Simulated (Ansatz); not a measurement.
## Hypothetical diamond Ru: pressure series

Start from Ru in the diamond structure (space group Fd-3m, No. 227; a = 5.391 Å; a hypothetical phase, not in the database extracts checked).

Cell and atoms are relaxed at each pressure.

Calculations: Ansatz (a program for electronic structure) PBEsol, scalar-relativistic without spin-orbit coupling.

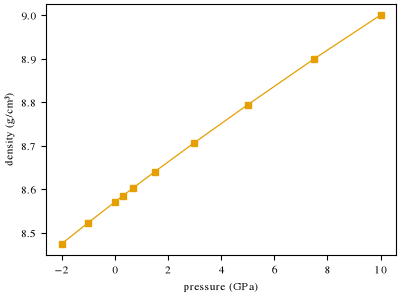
Figure. Density against pressure

```csv
pressure (GPa),density
-2,8.47 g/cm³
-1,8.52 g/cm³
0.3,8.59 g/cm³
0.7,8.60 g/cm³
1.5,8.64 g/cm³
3,8.71 g/cm³
5,8.79 g/cm³
7.5,8.90 g/cm³
10,9.00 g/cm³
```

Load acts through the strain it causes; cell and atoms are relaxed under it. Whether these cells are dynamically stable was not tested. Competing high-pressure phases were not computed. All final runs are without spin polarisation.
